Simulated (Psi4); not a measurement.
**HF/pcSseg-1 (Cholesky decomposition) run of CHF2 (difluoromethyl radical)**

What is the energy change on altering one bond length of CHF2 (difluoromethyl radical) at HF/pcSseg-1 (Cholesky decomposition)? 

Program for the calculation: Psi4 1.11.

3 further runs of the same task are left out: 3 set aside as unsound or not needed.

## Step 1: Starting point

CHF2 has 4 atoms, charge 0, and is taken as a doublet. As SMILES, `F[CH]F`. Geometry: relaxed at PBE0-D4/def2-TZVP.

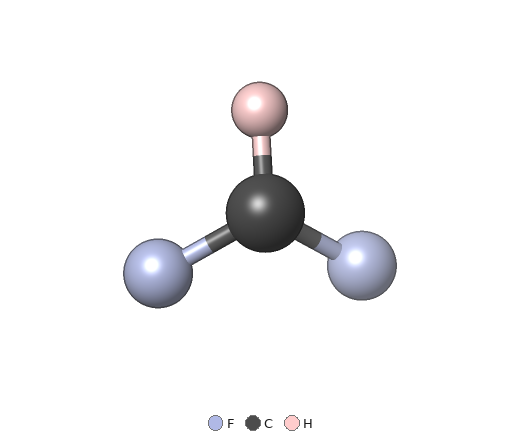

Viewed from a chosen angle; fluorine light blue, carbon dark grey, hydrogen pink.

## Step 2: A single-point energy at HF/pcSseg-1 (Cholesky decomposition)

File job.inp:

```
memory 1600 MB

molecule mol {
  0 2
  F     -1.208200     0.264600    -0.141700
  C      0.038600     0.063400     0.244400
  F      0.433100    -1.166800    -0.029600
  H      0.736500     0.838700    -0.073100
}

set basis pcSseg-1
set reference cuhf
set scf_type cd

energy_value, wavefunction = energy('hf', return_wfn=True)
```

Launch:

```bash
psi4 -n 1 job.inp job.out
```

job.out:

```text
[...]
  Running in c1 symmetry.
[...]
  Nuclear repulsion =   70.538268333855825
[...]
  Multiplicity = 2
[...]
  Nalpha       = 13
  Nbeta        = 12
[...]
    Number of basis functions: 56
[...]
   @CUHF iter   1:  -237.18680085263205   -5.70579e-01   5.93101e-03 DIIS/ADIIS
[...]
   @CUHF iter   8:  -237.23455654770314   -1.53724e-07   9.99951e-07 DIIS
[...]
  @S^2 Observed:               0.75000
    Orbital Energies [Eh]
    ---------------------
    Alpha Occupied:
       1A    -26.327794     2A    -26.327783     3A    -11.417835
       4A     -1.701502     5A     -1.637736     6A     -0.975128
       7A     -0.806593     8A     -0.792846     9A     -0.778451
      10A     -0.696553    11A     -0.656309    12A     -0.629532
      13A     -0.421475
    Alpha Virtual:
      14A      0.172768    15A      0.293095    16A      0.326321
      17A      0.492519    18A      0.631783    19A      0.666437
      20A      0.727415    21A      0.827965    22A      1.149637
      23A      1.153160    24A      1.218561    25A      1.220971
[...]
  @CUHF Final Energy:  -237.23455654770314
   => Energetics <=
    Nuclear Repulsion Energy =             70.5382683338558252
    One-Electron Energy =                -469.8772913820441772
    Two-Electron Energy =                 162.1044665004852163
    Total Energy =                       -237.2345565477031073
[...]
 Multipole Moments:
 ------------------------------------------------------------------------------------
     Multipole            Electronic (a.u.)      Nuclear  (a.u.)        Total (a.u.)
 ------------------------------------------------------------------------------------
 L = 1.  Multiply by 2.5417464519 to convert [e a0] to [Debye]
 Dipole X            :         -0.7121430            1.1700179            0.4578749
 Dipole Y            :         -0.8177041            1.3482436            0.5305395
 Dipole Z            :         -0.0154309            0.0857107            0.0702798
 Magnitude           :                                                    0.7043158
[...]
```

It took 1.4 s on 1 thread of Intel Xeon 6975P-C (Granite Rapids), shared host; peak memory 0.19 GiB.

## Step 3: The distorted shape, same level

File chf2.py:

```python
import psi4

psi4.set_memory(1600000000)
psi4.set_num_threads(1)
psi4.core.set_output_file('output.dat', False)

molecule = psi4.geometry("""
0 2
F     -1.138439     0.342098    -0.173437
C      0.108361     0.140898     0.212663
F      0.502861    -1.089302    -0.061337
H      0.736500     0.838700    -0.073100
""")

psi4.set_options(dict(basis='pcSseg-1', reference='cuhf', scf_type='cd'))

energy_value = psi4.energy("scf")
print(f'scf energy: {energy_value:.10f} Eh')
```

Launch:

```bash
python chf2.py
```

output.dat:

```text
[...]
  Running in c1 symmetry.
[...]
  Nuclear repulsion =   71.071114510497281
[...]
  Multiplicity = 2
[...]
  Nalpha       = 13
  Nbeta        = 12
[...]
    Number of basis functions: 56
[...]
   @CUHF iter   1:  -237.18170376734849   -5.28017e-01   5.73057e-03 ADIIS/DIIS
[...]
   @CUHF iter   8:  -237.22690439337407   -5.23050e-08   9.75866e-07 DIIS
[...]
  @S^2 Observed:               0.75000
    Orbital Energies [Eh]
    ---------------------
    Alpha Occupied:
       1A    -26.325785     2A    -26.325775     3A    -11.405845
       4A     -1.700168     5A     -1.636102     6A     -0.991233
       7A     -0.819619     8A     -0.791460     9A     -0.777491
      10A     -0.695733    11A     -0.654789    12A     -0.642233
      13A     -0.423867
    Alpha Virtual:
      14A      0.177241    15A      0.292707    16A      0.327596
      17A      0.491039    18A      0.628743    19A      0.665739
      20A      0.779833    21A      0.888282    22A      1.149761
      23A      1.153042    24A      1.218581    25A      1.221741
[...]
  @CUHF Final Energy:  -237.22690439337407
   => Energetics <=
    Nuclear Repulsion Energy =             71.0711145104972815
    One-Electron Energy =                -470.8878034926398186
    Two-Electron Energy =                 162.5897845887684525
    Total Energy =                       -237.2269043933740704
[...]
 Multipole Moments:
 ------------------------------------------------------------------------------------
     Multipole            Electronic (a.u.)      Nuclear  (a.u.)        Total (a.u.)
 ------------------------------------------------------------------------------------
 L = 1.  Multiply by 2.5417464519 to convert [e a0] to [Debye]
 Dipole X            :         -0.6382260            1.1033106            0.4650846
 Dipole Y            :         -0.7349792            1.2741380            0.5391587
 Dipole Z            :         -0.0413321            0.1160585            0.0747264
 Magnitude           :                                                    0.7159468
[...]
```

On the terminal:

```text
scf energy: -237.2269043934 Eh
```

It took 1.4 s on 1 thread of Intel Xeon 6975P-C (Granite Rapids), shared host; peak memory 0.19 GiB.

## Step 4: Summary of results

At HF/pcSseg-1 (Cholesky decomposition):

```
                                                         quantity          value
                                        first shape: total energy  -237.23456 Eh
                                       first shape: dipole moment         1.79 D
                         first shape: HOMO energy (partly filled)      -11.47 eV
                                         first shape: LUMO energy        3.38 eV
                                                first shape: ⟨S²⟩          0.750
                                    distorted shape: total energy  -237.22690 Eh
                                   distorted shape: dipole moment         1.82 D
                     distorted shape: HOMO energy (partly filled)      -11.53 eV
                                     distorted shape: LUMO energy        3.42 eV
                                            distorted shape: ⟨S²⟩          0.750
energy change with the C2–H4 bond shortened from 1.090 to 0.981 Å       0.208 eV
```

With the C2–H4 bond shortened from 1.090 to 0.981 Å the energy rises by 0.21 eV (4.8 kcal/mol). The first shape isn't relaxed at this level, so the change isn't measured from a minimum.
